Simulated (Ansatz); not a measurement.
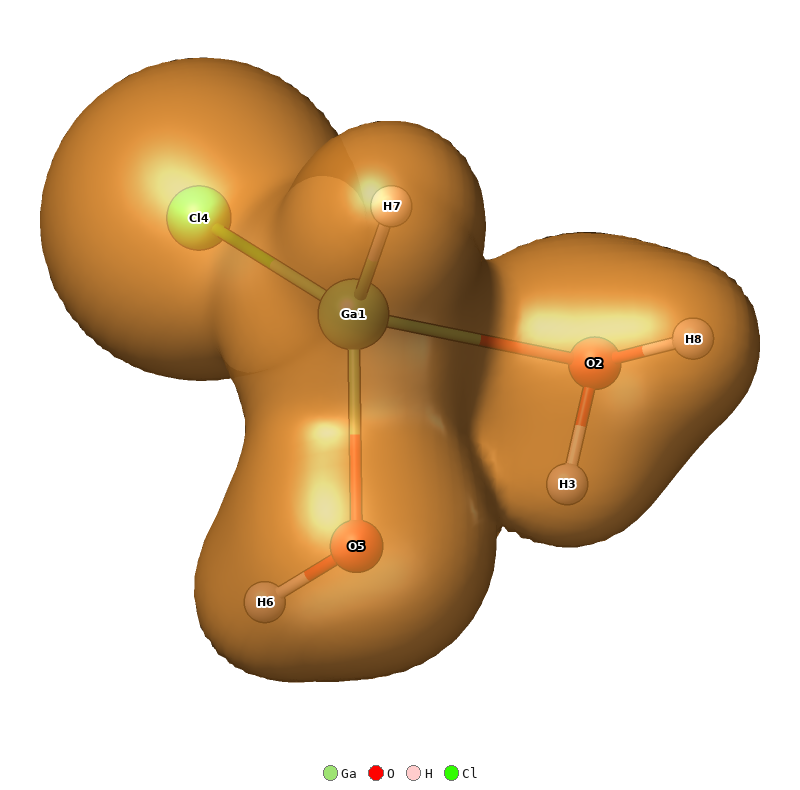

Figure 1: ClGaH₄O₂. Isosurface of the total electron density at 0.2 e/Å³ (orange), seen across its widest extent.

Method: RKS PBE0-D4/def2-SVP (Ansatz 0.2.0).

```csv
atom,x (Å),y (Å),z (Å)
Ga,0.1437,0.6756,-0.1355
O,0.0660,0.0875,1.8915
H,-0.8197,-0.2866,1.6742
Cl,1.6507,-0.5782,-1.0564
O,-1.5018,-0.1185,-0.0874
H,-1.6291,-0.8427,-0.7083
H,0.2857,2.2223,-0.0861
H,-0.0680,0.7795,2.5514
```

Question: How is the density connected at this value?

Answer: At this value the surface is in one piece. It bridges the sampled Ga–O (1.83 Å), Ga–Cl (2.17 Å), O–H (0.96 Å) and Ga–O (2.11 Å) contacts, where the density stays above the isovalue. On the grid the lowest density along these lines, outside the cores, is 0.79 e/Å³ (Ga–O, 1.83 Å), 0.6 e/Å³ (Ga–Cl, 2.17 Å), 2.3 e/Å³ (O–H, 0.96 Å) and 0.39 e/Å³ (Ga–O, 2.11 Å).
